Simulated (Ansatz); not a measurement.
Reaction (SMILES): F[SiH] (F-SiH) (closed-shell singlet) → F atom + H atom + Si atom
B3LYP-D3(BJ)/def2-TZVP geometries, fixed; electronic energies without zero-point terms.

Basis-set convergence of the atomisation energy at CCSD(T) with Ansatz (a program for electronic structure). Cartesian d functions, on some or all atoms, in 6-31G**, 6-31+G*, 6-311G**; all else is spherical. Cores are frozen. A restricted Hartree-Fock determinant is unstable towards unrestricted orbitals. Open shells are unrestricted. No added dispersion term, no relativity. Functions are those of the species that has most. Reference: Hartree-Fock in aug-cc-pV(Q+d)Z plus the correlation part extrapolated as X^-3 from aug-cc-pV(T+d)Z and aug-cc-pV(Q+d)Z, 220.69 kcal/mol, itself unsure by roughly 1.06 kcal/mol (a third of the extrapolation step and of the last Hartree-Fock step). Deviations are taken from unrounded values.

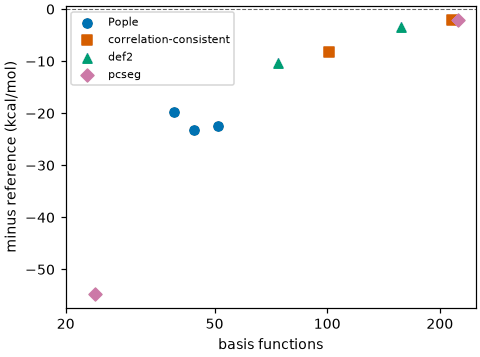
Figure. Deviation from the reference against the number of basis functions, by family of sets.

```tsv
basis	functions	atomisation energy (kcal/mol)	minus reference (kcal/mol)
pcseg-0	24	166.00	-54.69
6-31G**	39	200.95	-19.74
6-31+G*	44	197.41	-23.27
6-311G**	51	198.18	-22.50
def2-TZVP	74	210.44	-10.25
jun-cc-pV(T+d)Z	101	212.55	-8.14
def2-QZVPP	157	217.35	-3.34
aug-cc-pV(Q+d)Z	215	218.57	-2.12
aug-pcseg-3	223	218.60	-2.09
```
